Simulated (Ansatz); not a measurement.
**Response to strain in PtSe2**

The reference is PtSe2 in the CdI2 type structure (space group P-3m1, No. 164; a = 3.7722 Å, c = 4.8212 Å; layered; relaxed with 0.1 eV smearing).

Strains are applied to the cell and any free atomic positions relax.

Method: PBE-D3(BJ) in Ansatz (plane waves to 420 eV, PAW, no spin-orbit coupling).

Notes on the quantities. energy relative to the base: free energy F.

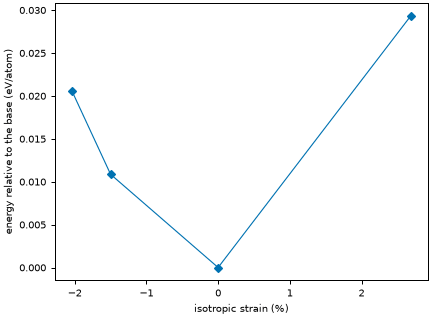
Fig. 1. Energy relative to the base against isotropic strain

Task: From the plot, what is the energy relative to the base for isotropic strain +2.69 %?

Result: About 0.029 eV/atom.

Task: Is the trend monotonic over the range shown?

Result: No, it turns within the range, spanning 0 meV/atom to +29 meV/atom.

No phonon test of stability was made. All final runs are without spin polarisation.

Ansatz is a first-principles code.
